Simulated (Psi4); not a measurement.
# N2 (nitrogen): r2SCAN/jun-cc-pVTZ (sweep point 8)

What is the vertical ionisation energy of N2 (nitrogen) at r2SCAN/jun-cc-pVTZ (sweep point 8)? 

Program for the calculation: Psi4 1.11.

### 1 The system as given

The species is N2 (2 atoms), meant as a singlet with charge 0. As SMILES, `N#N`. The shape is that of a PBE0-D4/def2-TZVP optimisation.

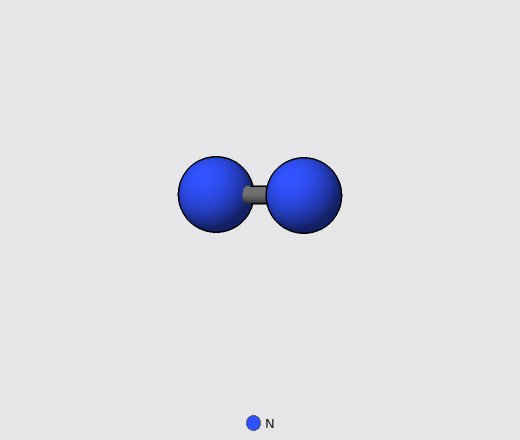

Viewed from a chosen angle; nitrogen blue.

### 2 A single-point energy at r2SCAN/jun-cc-pVTZ (sweep point 8)

job.dat reads:

```
memory 1600 MB

molecule mol {
  0 1
  N      0.465500    -0.150300     0.239800
  N     -0.465500     0.150300    -0.239800
  units angstrom
  symmetry c1
}

set {
  basis jun-cc-pVTZ
  reference rks
  puream true
  scf_type pk
  dft_radial_points 99
  dft_spherical_points 590
}

result, w = energy("r2scan", return_wfn=True)
```

Run with:

```
$ psi4 job.dat job.out -n 1
```

job.out:

```text
[...]
  Running in c1 symmetry.
[...]
  Nuclear repulsion =   23.798341769446306
[...]
  Multiplicity = 1
[...]
  Nalpha       = 7
  Nbeta        = 7
[...]
    Number of basis functions: 78
[...]
   @RKS iter   1:  -109.44228415928637   -4.12847e-01   5.35483e-03 DIIS/ADIIS
[...]
   @RKS iter   6:  -109.50939057236830   -1.91903e-08   1.45279e-07 DIIS
[...]
    Orbital Energies [Eh]
    ---------------------
    Doubly Occupied:
       1A    -14.264242     2A    -14.262744     3A     -1.094769
       4A     -0.522665     5A     -0.443296     6A     -0.443296
       7A     -0.395216
[...]
  @RKS Final Energy:  -109.50939057236830
   => Energetics <=
    Nuclear Repulsion Energy =             23.7983417694463064
    One-Electron Energy =                -194.8794171402576580
    Two-Electron Energy =                  75.2196593060647700
    DFT Exchange-Correlation Energy =     -13.6479745076217149
    Empirical Dispersion Energy =           0.0000000000000000
    VV10 Nonlocal Energy =                  0.0000000000000000
    Total Energy =                       -109.5093905723683037
[...]
 Multipole Moments:
 ------------------------------------------------------------------------------------
     Multipole            Electronic (a.u.)      Nuclear  (a.u.)        Total (a.u.)
 ------------------------------------------------------------------------------------
 L = 1.  Multiply by 2.5417464519 to convert [e a0] to [Debye]
 Dipole X            :         -0.0000000            0.0000000           -0.0000000
 Dipole Y            :          0.0000000            0.0000000            0.0000000
 Dipole Z            :          0.0000000            0.0000000            0.0000000
 Magnitude           :                                                    0.0000000
[...]
```

Run time: 6.6 s. Hardware: 1 thread of AMD EPYC 9R45 (Zen 5), shared host; peak memory 0.92 GiB.

### 3 The doublet cation

input.inp reads:

```
memory 1.6 GB

molecule {
  1 2
  N      0.465500    -0.150300     0.239800
  N     -0.465500     0.150300    -0.239800
  units angstrom
  symmetry c1
}

set globals {
  basis                jun-cc-pVTZ
  reference            uks
  puream               true
  scf_type             pk
  dft_radial_points    99
  dft_spherical_points 590
  maxiter              150
}

e_tot = energy('r2scan')
print_variables()
```

Run with:

```
$ psi4 -i input.inp -o input.out -n 1
```

input.out:

```text
[...]
  Running in c1 symmetry.
[...]
  Nuclear repulsion =   23.798341769446306
[...]
  Multiplicity = 2
[...]
  Nalpha       = 7
  Nbeta        = 6
[...]
    Number of basis functions: 78
[...]
   @UKS iter   1:  -108.92009646413354    1.09341e-01   2.75035e-03 ADIIS/DIIS
[...]
   @UKS iter   6:  -108.93615194577821   -4.86023e-08   3.99337e-07 DIIS
[...]
   @S^2 Observed:                7.544666230E-01
[...]
    Orbital Energies [Eh]
    ---------------------
    Alpha Occupied:
       1A    -14.754175     2A    -14.752688     3A     -1.538469
       4A     -0.978017     5A     -0.866518     6A     -0.856690
       7A     -0.856690
    Alpha Virtual:
       8A     -0.471955     9A     -0.471955    10A     -0.138094
      11A     -0.096757    12A     -0.096757    13A     -0.090995
      14A     -0.040314    15A     -0.017123    16A     -0.017123
      17A      0.061659    18A      0.068534    19A      0.068534
      20A      0.136617    21A      0.178179    22A      0.261776
      23A      0.261776    24A      0.305047    25A      0.305047
[...]
  @UKS Final Energy:  -108.93615194577821
   => Energetics <=
    Nuclear Repulsion Energy =             23.7983417694463064
    One-Electron Energy =                -188.6689761900817928
    Two-Electron Energy =                  69.1795436083360471
    DFT Exchange-Correlation Energy =     -13.2450611334787567
    Empirical Dispersion Energy =           0.0000000000000000
    VV10 Nonlocal Energy =                  0.0000000000000000
    Total Energy =                       -108.9361519457782066
[...]
 Multipole Moments:
 ------------------------------------------------------------------------------------
     Multipole            Electronic (a.u.)      Nuclear  (a.u.)        Total (a.u.)
 ------------------------------------------------------------------------------------
 L = 1.  Multiply by 2.5417464519 to convert [e a0] to [Debye]
 Dipole X            :          0.0000000            0.0000000            0.0000000
 Dipole Y            :          0.0000000            0.0000000            0.0000000
 Dipole Z            :          0.0000000            0.0000000            0.0000000
 Magnitude           :                                                    0.0000000
[...]
```

Run time: 9.3 s. Hardware: 1 thread of AMD EPYC 9R45 (Zen 5), shared host; peak memory 0.92 GiB.

### 4 What came out

Level: r2SCAN/jun-cc-pVTZ (sweep point 8).

```
                                          quantity          value
                          singlet N2: total energy  -109.50939 Eh
                         singlet N2: dipole moment         0.00 D
                           singlet N2: HOMO energy      -10.75 eV
                           singlet N2: LUMO energy       -1.56 eV
                         singlet N2: HOMO–LUMO gap        9.19 eV
                      doublet cation: total energy  -108.93615 Eh
doublet cation: HOMO energy (highest over α and β)      -22.98 eV
 doublet cation: LUMO energy (lowest over α and β)      -20.41 eV
                              doublet cation: ⟨S²⟩          0.754
vertical ionisation energy (to the doublet cation)      15.599 eV
```

In words: The vertical ionisation energy comes to 15.60 eV (360 kcal/mol). The negative HOMO energy of the first species, 10.75 eV, lies 4.84 eV below that difference.
